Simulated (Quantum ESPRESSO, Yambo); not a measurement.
# BaTiO3 (P4mm): G0W0 with Yambo, start to end, part 3 of 3

Wanted: ground state, empty states, screening and self-energy for BaTiO3 (P4mm).

Quantum ESPRESSO 7.5 and Yambo 5.3.0; PBE and many-body steps on it, plane waves. Known limits of the many-body steps: not at the basis limit; no spin-orbit coupling; coarse k mesh.

So far. Step 3 (Bands along the symmetry lines): The gap is 1.845 eV, as in the run before at this level. Step 4 (Empty states on the mesh, 4×4×4 mesh, 432 bands): On this mesh the gap is 1.845 eV.

The database entry behind the starting cell differs from later determinations by our own check (c/a about 0.6 % short), so it need not match the best structure at ambient conditions.

## 6. Screening and self-energy, 4×4×4 mesh, 188 bands, screening to 176.9 eV

Now the one-shot GW correction: screening in the RPA, then the self-energy of the levels asked for.

This step: G0W0 on PBE, plane waves, norm-conserving pseudopotentials.

gw2.in reads:

```
HF_and_locXC
gw0
dyson
ppa
em1d
rim_cut
RandQpts= 1000000
RandGvec= 1 RL
EXXRLvcs= 76 Ry
VXCRLvcs= 304 Ry
Chimod= "HARTREE"
% BndsRnXp
 1 | 188 |
%
NGsBlkXp= 13 Ry
% LongDrXp
 1 | 1 | 1 |
%
% GbndRnge
 1 | 188 |
%
DysSolver= "n"
ExtendOut
PPAPntXp= 27.21138 eV
% QPkrange
 18 | 18 | 19 | 22 |
 1 | 1 | 19 | 22 |
%
```

Launch:

```console
> OMP_NUM_THREADS=1 mpirun -n 8 yambo -F gw2.in -J gw2 -C gw2 > gw2.log
```

The log of the run:

```text
 Yambo, version 5.3.0

 [02] CORE Variables Setup
 =========================

  [... cell, symmetries and grids as in the set-up ...]

  [02.05] Energies & Occupations
  ==============================

  [X] === General ===
  [X] Electronic Temperature                        :  0.000000  0.000000 [eV K]
  [X] Bosonic    Temperature                        :  0.000000  0.000000 [eV K]
  [X] Finite Temperature mode                       : no
  [X] El. density                                   :  0.62226E+24 [cm-3]
  [X] Fermi Level                                   :  10.42650 [eV]

  [X] === Gaps and Widths ===
  [X] Conduction Band Min                           :  1.844945 [eV]
  [X] Valence Band Max                              :  0.000000 [eV]
  [X] Filled Bands                                  :  20
  [X] Empty Bands                                   :    21   432
  [X] Direct Gap                                    :  2.185194 [eV]
  [X] Direct Gap localized at k                     :  1
  [X] Indirect Gap                                  :  1.844945 [eV]
  [X] Indirect Gap between kpts                     :  18   1
  [X] Last valence band width                       :  0.921445 [eV]
  [X] 1st conduction band width                     :  2.384365 [eV]

 [03] Transferred momenta grid and indexing
 ==========================================

 IBZ Q-points                                      :  18
 BZ  Q-points                                      :   64

 K/Q-points units:
 rlu = crystal or reduced units; cc = cartesian coordinates; iku = interal k-units

 Q [ 1]         [rlu]:  0.000000  0.000000  0.000000
 Q [ 2]         [rlu]:  0.000000  0.000000  0.250000
 Q [ 3]         [rlu]:  0.000000  0.000000 -0.500000
 Q [ 4]         [rlu]:  0.000000  0.250000  0.000000
 Q [ 5]         [rlu]:  0.000000  0.250000  0.250000
 Q [ 6]         [rlu]:  0.000000  0.250000 -0.500000
 Q [ 7]         [rlu]:  0.000000 -0.500000  0.000000
 Q [ 8]         [rlu]:  0.000000 -0.500000  0.250000
 Q [ 9]         [rlu]:  0.000000 -0.500000 -0.500000
 Q [10]         [rlu]:  0.250000  0.250000  0.000000
     [... 6 further rows ...]
 Q [17]         [rlu]: -0.500000 -0.500000  0.250000
 Q [18]         [rlu]: -0.500000 -0.500000 -0.500000

 [04] Coloumb potential Random Integration (RIM)
 ===============================================

  [04.01] RIM initialization
  ==========================

  * Diagonal components only detected *

  8 x (sBL volume)        :  0.071477 [a.u.]
  sBZ random points       :  1000000
  Points outside the sBZ  :   7992674
  RL volume               :  0.571816 [a.u.]
  Integrated volume       :  0.572340 [a.u.]

  [04.02] RIM integrals
  =====================

  Gamma point sphere radius             :  0.075279 [a.u.]
  Points outside the sphere             :   799805
  [Int_sBZ(q=0) 1/q^2]*(Vol_sBZ)^(-1/3) =:  7.678263
                                 should be <:  7.795600

  Summary of Coulomb integrals for non-metallic bands |Q|[au] RIM/Bare

  Q [1] 0.100000E-4 0.984948 * Q [2] 0.206876 1.047531
  Q [4] 0.207818 1.051805 * Q [5] 0.293234 1.049190
  Q [10] 0.293899 1.050618 * Q [11] 0.359408 1.035725
  Q [3] 0.413753 1.019729 * Q [7] 0.415636 1.019337
  Q [6] 0.463012 1.018201 * Q [8] 0.464275 1.017296
  Q [13] 0.464695 1.017702 * Q [12] 0.507512 1.016101
  Q [14] 0.508664 1.015336 * Q [9] 0.586468 1.011933
  Q [16] 0.587797 1.011712 * Q [15] 0.622200 1.010847
  Q [17] 0.623140 1.010401 * Q [18] 0.718817 1.008389

 [WARNING] [Xp] User bands 1-188 break level degeneracy

 [05] Dipoles
 ============

  [05.01] Setup: observables and procedures
  =========================================

  [WARNING] [x,Vnl] slows the Dipoles computation. To neglect it rename the ns.kb_pp file

 [06] Dynamic Dielectric Matrix (PPA)
 ====================================

 [SLK-Inversion]  Pools        :  2
 [SLK-Inversion]  BLACS grid   :  2  2

 [WR./gw2//ndb.pp]---------------------------------------------------------------
  Brillouin Zone Q/K grids (IBZ/BZ)                :   18   64   18   64
  RL vectors                                       :   5983 [WF]
  Coulomb cutoff potential                         : none
  Electronic Temperature                           :  0.000000 [K]
  Bosonic    Temperature                           :  0.000000 [K]
  PPA    diel. fun.  energies                      : Perdew, Burke & Ernzerhof(X)+Perdew, Burke & Ernzerhof(C)
  wavefunctions                                    : Perdew, Burke & Ernzerhof(X)+Perdew, Burke & Ernzerhof(C)
  Global Gauge                                     : length
  X matrix size                                    :   357
  X band range                                     :    1  188
  X e/h energy range                               : -1.000000 -1.000000 [eV]
  X Time ordering                                  : R
  X Hxc Kernel                                     : HARTREE
  X Drude frequency                                :  0.000000  0.000000
  X poles                                          :  100.0000 [o/o]
  RL vectors in the sum                            :   5983
  [r,Vnl] included                                 : yes
  Field direction                                  :  0.577350E-5  0.577350E-5  0.577350E-5
  BZ energy Double Grid                            : no
  BZ energy DbGd points                            : 0
  BZ Q point size factor                           : -1.000000
  X Optical Averaged directions                    : none

 [07] Local Exchange-Correlation + Non-Local Fock
 ================================================

 [VXC] Plane waves :   38811
 [EXS] Plane waves :   4945

 QP @ state[ 1 ] K range:  1  1
 QP @ state[ 1 ] b range:  19  22
 QP @ state[ 2 ] K range:  18  18
 QP @ state[ 2 ] b range:  19  22

 [xc] Functional : Perdew, Burke & Ernzerhof(X)+Perdew, Burke & Ernzerhof(C)
 [xc] LIBXC used to calculate xc functional
  PP Number of Atomic Species                      :  3
  NLCC RL compoments                               :   38811
  PP Number of Atomic Species                      :  3
  NLCC RL compoments                               :   38811

 [xc] E_xc :  -21.67160 [Ha]
      E_xc :  -43.34321 [Ry]

  Local XC kind (lXC) : Perdew, Burke & Ernzerhof(X)+Perdew, Burke & Ernzerhof(C)
  Non-Local XC kind (nlXC) : Hartree-Fock

  Corrections @ K [1] :  [eV]
 <19|nlXC|19> = -24.44838 -0.20562E-16 <19|lXC|19> = -20.02344  0.000000
 <20|nlXC|20> = -24.44845  0.25267E-16 <20|lXC|20> = -20.02344  0.75527E-15
 <21|nlXC|21> = -11.40013 -0.46922E-17 <21|lXC|21> = -18.77758  0.75527E-15
 <22|nlXC|22> = -12.04195 -0.13426E-17 <22|lXC|22> = -19.04558  0.000000

  Corrections @ K [18] :  [eV]
 <19|nlXC|19> = -24.90426 -0.29676E-16 <19|lXC|19> = -19.96267  0.000000
 <20|nlXC|20> = -24.94241  0.58092E-17 <20|lXC|20> = -19.98900  0.15105E-14
 <21|nlXC|21> = -13.11097 -0.67320E-18 <21|lXC|21> = -21.86209 -0.37763E-15
 <22|nlXC|22> = -13.22003 -0.15283E-17 <22|lXC|22> = -21.87814 -0.37763E-15

  [07.01] Hartree-Fock occupations report
  =======================================

  [Hartree-Fock] === General ===
  [Hartree-Fock] Electronic Temperature             :  0.000000  0.000000 [eV K]
  [Hartree-Fock] Bosonic    Temperature             :  0.000000  0.000000 [eV K]
  [Hartree-Fock] Finite Temperature mode            : no
  [Hartree-Fock] El. density                        :  0.62226E+24 [cm-3]
  [Hartree-Fock] Fermi Level                        :  10.42650 [eV]

  [Hartree-Fock] === Gaps and Widths ===
  [Hartree-Fock] Conduction Band Min                :  1.919338 [eV]
  [Hartree-Fock] Valence Band Max                   : -0.036826 [eV]
  [Hartree-Fock] Filled Bands                       :  20
  [Hartree-Fock] Empty Bands                        :    21   432
  [Hartree-Fock] Direct Gap                         :  2.450808 [eV]
  [Hartree-Fock] Direct Gap localized at k          :  2
  [Hartree-Fock] Indirect Gap                       :  1.956164 [eV]
  [Hartree-Fock] Indirect Gap between kpts          :  17   2
  [Hartree-Fock] Last valence band width            :  4.916579 [eV]
  [Hartree-Fock] 1st conduction band width          :  11.06109 [eV]

 [08] Dyson equation: Newton solver
 ==================================

  [08.01] G0W0 (W PPA)
  ====================

  [  GW  ] Bands range     :    1  188
  [GW/PPA] G damping       :  0.100000 [eV]

  QP @ state[ 1 ] K range:  1  1
  QP @ state[ 1 ] b range:  19  22
  QP @ state[ 2 ] K range:  18  18
  QP @ state[ 2 ] b range:  19  22

   Sc/G bands                                       :    1  188
   Sc/G damping                                     :  0.100000 ev
   Sc bands terminator                              : no
   Sx RL components                                 :   4945

   QP @ state[ 1 ] K range                          :  1  1
   QP @ state[ 1 ] b range                          :  19  22
   QP @ state[ 2 ] K range                          :  18  18
   QP @ state[ 2 ] b range                          :  19  22
   GF energies kind                                 : Perdew, Burke & Ernzerhof(X)+Perdew, Burke & Ernzerhof(C)
   GF WF`s kind                                     : Perdew, Burke & Ernzerhof(X)+Perdew, Burke & Ernzerhof(C)
   Xs energies kind                                 : Perdew, Burke & Ernzerhof(X)+Perdew, Burke & Ernzerhof(C)
   Xs WF`s kind                                     : Perdew, Burke & Ernzerhof(X)+Perdew, Burke & Ernzerhof(C)

 [11] Game Over & Game summary
```

Run time: 6.2 min. Hardware: 8 MPI ranks of Intel Xeon 6975P-C (Granite Rapids), shared host; peak memory 5.1 GiB.

This step gave:

```yaml
g0w0_gap_on_the_points_computed: 3.305 eV
starting_gap_on_the_mesh: 1.845 eV
k_of_the_valence_top: -0.5, -0.5, -0.5
k_of_the_conduction_bottom: 0, 0, 0
least_direct_g0w0_gap_on_the_computed_points: 3.663 eV
z_at_the_valence_top: 0.7612
z_at_the_conduction_bottom: 0.7759
```

The gap on the mesh goes from 1.84 eV to 3.31 eV, a correction of +1.46 eV.

Limits: finite bands, cutoff and mesh; no spin-orbit coupling; coarse k mesh. v1 is the top filled band, c1 the lowest empty one. Levels before and after the correction, in eV, zero at the valence-band top of each column:

```csv
,conduction bottom,valence top
Kohn-Sham,1.84,0.00
G0W0,3.31,0.00
```

```csv
,level,energy (eV)
Kohn-Sham,Γ v2-v1,-0.340
Kohn-Sham,Γ c1,1.845
Kohn-Sham,Γ c2,2.161
Kohn-Sham,(-0.5 -0.5 -0.5) v2,-0.139
Kohn-Sham,(-0.5 -0.5 -0.5) v1,0.000
Kohn-Sham,(-0.5 -0.5 -0.5) c1,4.229
Kohn-Sham,(-0.5 -0.5 -0.5) c2,4.252
G0W0,Γ v2-v1,-0.357
G0W0,Γ c1,3.305
G0W0,Γ c2,3.642
G0W0,(-0.5 -0.5 -0.5) v2,-0.165
G0W0,(-0.5 -0.5 -0.5) v1,0.000
G0W0,(-0.5 -0.5 -0.5) c1,5.886
G0W0,(-0.5 -0.5 -0.5) c2,5.987
```

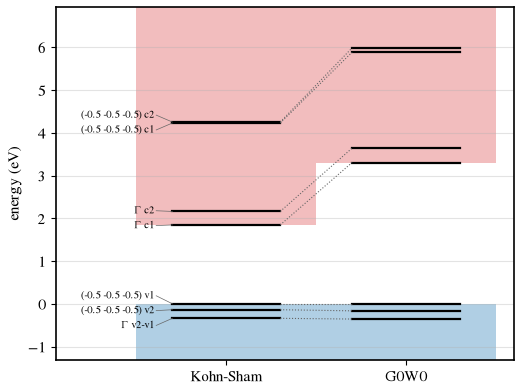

Levels before and after the correction. Shaded: valence and conduction bands.

## 7. Where the time went

Times are wall times on the hardware named with each run, good to a factor of about two.

```csv
step,time,share,memory (GiB)
ground state,9.6 s,2 %,0.71
bands along the symmetry lines,7.2 s,2 %,0.58
empty states on the mesh,62 s,14 %,1.4
conversion and set-up,3.9 s,1 %,0.25
screening and self-energy,6.2 min,82 %,5.1
```

## 8. Results

```
PBE gap              : 1.84 eV, indirect
G0W0 gap on the mesh : 3.31 eV
GW settings          : 4×4×4 mesh, 188 bands, screening to 176.9 eV, Godby-Needs plasmon pole
known limits         : not at the basis limit; no spin-orbit coupling; coarse k mesh
```

**Reading.** G0W0 moves the gap on the mesh from 1.84 eV to 3.31 eV (+1.46 eV), with Z of 0.76 and 0.78 at the edges. Only 2 of the mesh's irreducible points were corrected, so a valley elsewhere could overtake. The dearest step here is «screening and self-energy». Bands and cutoff are finite, so the gap is not at the basis limit. The miss can reach some tenths of an eV and take either sign; the mesh is an error of its own. In the G0W0 run levels were corrected at 2 k points alone, so a gap called «on the mesh» is the least over those, and an edge elsewhere would be missed. The 4×4×4 mesh is coarse for this cell, which bears on the long-range parts of exchange and screening. The many-body steps are scalar-relativistic: spin-orbit coupling is not in them.

[Paths, hosts, dates, memory and timing lines, banners, echoed tables and standing remarks are left out of the program output.]

[Logs are printed without paths, hosts, clocks, repeated set-up lines and the standing remarks that a program may print on its own settings, such as how far it seeks lower states.]

[Runs of the session that timed out or met a known fault of the program may be left out.]

[Hosts, paths, dates, database ids (printed as entryN), source tags and the programs' standing remarks are cut or masked in the printed files.]
